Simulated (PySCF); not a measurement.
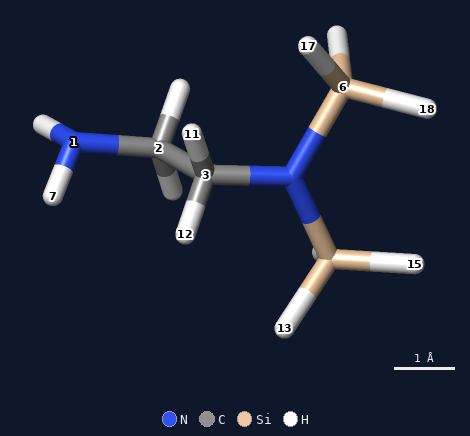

Fig. 1: The structure as given in the input (stick view, seen at a tilt; atoms are numbered from 1 in the order of the input). Bond lengths as drawn: C–C 1.53 Å, C–H 1.09 to 1.10 Å, C–N 1.45 Å, H–N 1.01 Å, H–Si 1.46 to 1.47 Å and N–Si 1.74 Å.

NMR shielding calculation of C2H12N2Si2

- system: C2H12N2Si2
- method: GIAO PBE0/pcSseg-1 NMR shielding, non-relativistic, gas phase (PySCF 2.14.0)

The geometry comes from this level: GFN2-xTB. It belongs to a series of runs on one base structure; here: H on C replaced by N(SiH3)2. Figures and captions count atoms from 1; the log counts them from 0 in places.

**Output**
```
coarse grid: 14984 points
cycle   1  E = -771.3306019058  dE =  3.631e-01  |g| = 4.737e-01  |ddm| = 3.668e+00
cycle   2  E = -771.2896075559  dE =  4.099e-02  |g| = 6.431e-01  |ddm| = 1.015e+00
cycle   3  E = -771.3795230919  dE = -8.992e-02  |g| = 7.716e-02  |ddm| = 6.473e-01
cycle   4  E = -771.3805028255  dE = -9.797e-04  |g| = 3.663e-02  |ddm| = 9.370e-02
cycle   5  E = -771.3807799851  dE = -2.772e-04  |g| = 6.576e-03  |ddm| = 3.528e-02
cycle   6  E = -771.3807878890  dE = -7.904e-06  |g| = 1.329e-03  |ddm| = 5.640e-03
final grid: 132720 points
cycle   7  E = -771.4103879599  dE = -3.156e-05  |g| = 7.807e-03  |ddm| = 2.708e-02
cycle   8  E = -771.4103769101  dE =  1.105e-05  |g| = 1.052e-02  |ddm| = 1.589e-02
cycle   9  E = -771.4104016371  dE = -2.473e-05  |g| = 9.885e-04  |ddm| = 9.356e-03
cycle  10  E = -771.4104018171  dE = -1.800e-07  |g| = 3.189e-04  |ddm| = 9.902e-04
cycle  11  E = -771.4104018379  dE = -2.075e-08  |g| = 5.050e-05  |ddm| = 3.083e-04
cycle  12  E = -771.4104018383  dE = -4.609e-10  |g| = 2.201e-05  |ddm| = 7.232e-05
```

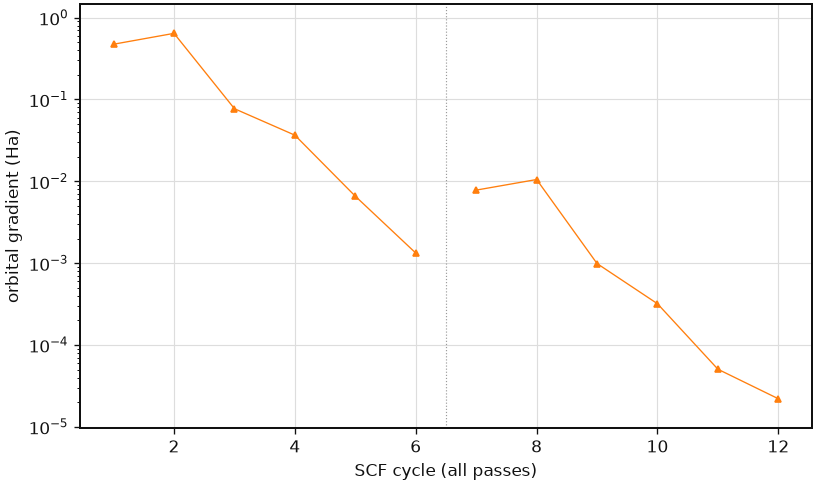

Fig. 2: Convergence of the self-consistent field: orbital gradient against the SCF cycle. The dotted line marks the change from a coarse to the final integration grid. The first 6 cycles use a coarse grid, the final grid takes over at cycle 7, and the field converges after 12 cycles in all.

```
converged SCF energy = -771.4104018383

GIAO shielding tensors (ppm)
atom      isotropic    diamagn.    paramagn.     s11        s22        s33       span
  0 N      235.392     311.902     -76.510    197.837    248.528    259.813     61.976
  1 C      138.405     249.504    -111.100    120.732    131.466    163.016     42.284
  2 C      127.659     244.632    -116.973    102.929    118.159    161.890     58.961
  3 N      256.602     328.555     -71.953    238.261    253.459    278.085     39.824
  4 Si     393.539     880.963    -487.423    336.723    364.425    479.468    142.745
  5 Si     393.729     880.801    -487.072    337.060    366.049    478.077    141.017
  6 H       31.632      30.591       1.041     24.375     30.184     40.338     15.963
  7 H       30.856      28.941       1.915     23.323     27.770     41.477     18.154
  8 H       28.444      33.078      -4.634     22.840     29.556     32.936     10.096
  9 H       28.876      32.466      -3.589     24.305     29.734     32.590      8.285
 10 H       28.441      31.822      -3.381     24.074     28.923     32.327      8.253
 11 H       28.764      32.554      -3.790     24.266     29.202     32.825      8.559
 12 H       27.116      30.375      -3.258     24.103     25.269     31.976      7.873
 13 H       26.892      30.270      -3.378     23.098     25.069     32.508      9.410
 14 H       26.933      30.081      -3.147     23.254     25.449     32.097      8.843
 15 H       26.858      30.054      -3.196     23.021     25.059     32.493      9.472
 16 H       27.034      29.983      -2.948     23.880     25.223     32.000      8.121
 17 H       26.936      29.979      -3.043     23.265     25.511     32.034      8.769
```

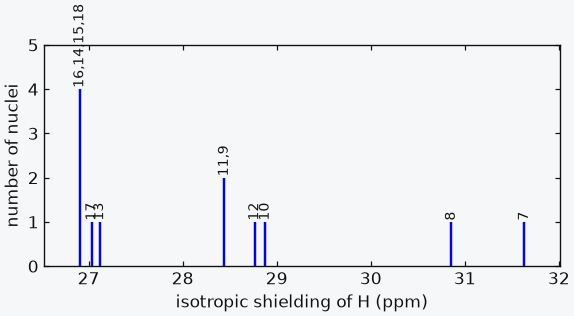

Fig. 3: Isotropic shieldings of the hydrogen nuclei in this fixed geometry, labelled by atom number; shielding grows to the right, so chemical shift grows to the left. The least shielded is H16 (26.9 ppm), the most shielded H7 (31.6 ppm).

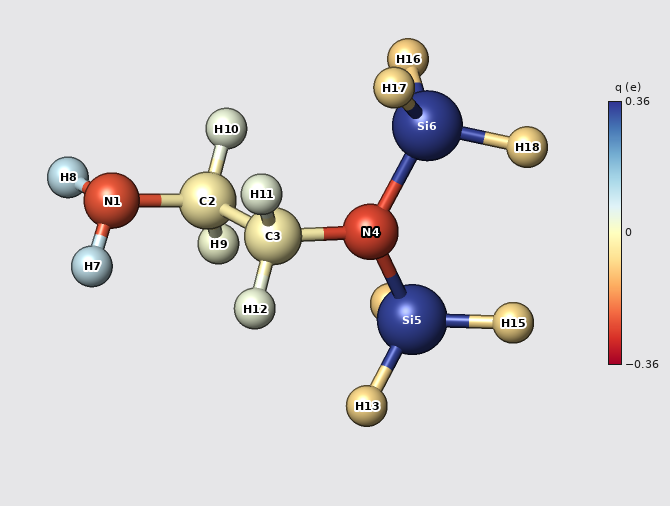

Fig. 4: Hirshfeld charges, as the colour of each atom (ball-and-stick view, seen at a tilt; atoms are numbered from 1 in the order of the input). By element: N −0.26 to −0.24, C −0.03, Si +0.34 to +0.35 and H −0.09 to +0.11 e.

The run was set up as follows.

**Input**
```
{"job": {"kind": "nmr", "xc": "PBE0", "basis": "pcSseg-1"}, "charge": 0, "multiplicity": 1}
N      2.755305     0.123061     0.532457
C      1.328787    -0.105282     0.681087
C      0.600003     0.252154    -0.615134
N     -0.837578     0.134784    -0.504187
Si    -1.516587    -1.459296    -0.612284
Si    -1.694596     1.485920     0.172645
H      3.127047    -0.460461    -0.210188
H      3.243309    -0.117691     1.388290
H      1.069822    -1.145427     0.947472
H      0.965629     0.545104     1.481924
H      0.868512     1.275945    -0.886663
H      0.954708    -0.410399    -1.411954
H     -0.736643    -2.169259    -1.629234
H     -1.446428    -2.204952     0.654032
H     -2.909846    -1.292226    -1.009497
H     -1.641406     1.515156     1.642103
H     -1.059196     2.688571    -0.365845
H     -3.079601     1.350614    -0.266682
```

The first line tells a small driver script what to run in PySCF; the rest is the geometry in Å.

Launched with:
```bash
OMP_NUM_THREADS=1 python <driver script> task.json out
```

**Summary**

| quantity | value |
| --- | --- |
| outcome | converged |
| total energy | −771.410402 hartree |
| HOMO | −6.78 eV |
| LUMO | 0.30 eV |
| dipole moment | 1.45 D |
| isotropic shielding, N | 235.4 to 256.6 ppm |
| isotropic shielding, C | 127.7 to 138.4 ppm |
| isotropic shielding, Si | 393.5 to 393.7 ppm |
| isotropic shielding, H | 26.9 to 31.6 ppm |
| hardware | 1 CPU thread, shared host |
| wall time | 17 s |
| peak memory | 0.86 GiB |
